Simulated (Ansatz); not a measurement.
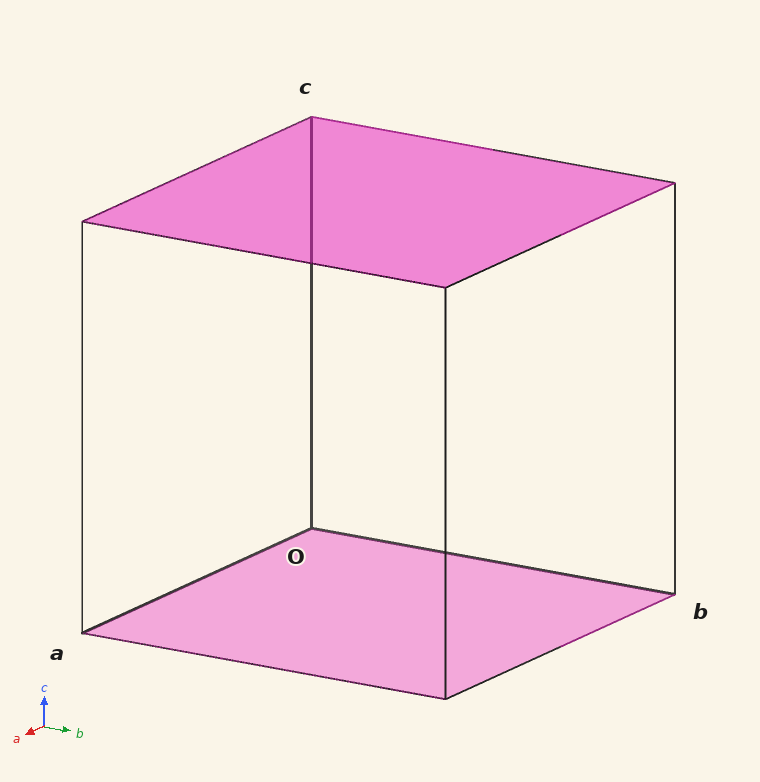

For Ni, the input geometry of an electronic-structure calculation (not necessarily at equilibrium): every member of one family of equally spaced planes, hx + ky + lz = a whole number, that cuts the unit cell is shaded (one member passes through the origin O). All values are computed from the atomic coordinates in the standard setting (tolerance 0.002 Å).

a = 3.538 Å, b = 3.538 Å, c = 3.538 Å, α = 90.00°, β = 90.00°, γ = 90.00°.

Q: Index the planes.

A: (0 0 1); the opposite sign names the same planes. The member next to the origin meets the axes a never, b never, c at 1.

Q: What is the spacing?

A: d = 3.538 Å.

Q: The space group is No. 225, Fm-3m. How many reflections hkl are equivalent to this one (itself included), and does it occur?

A: 6 reflections are equivalent in the Laue class m-3m. The reflection is systematically absent, by the centring.
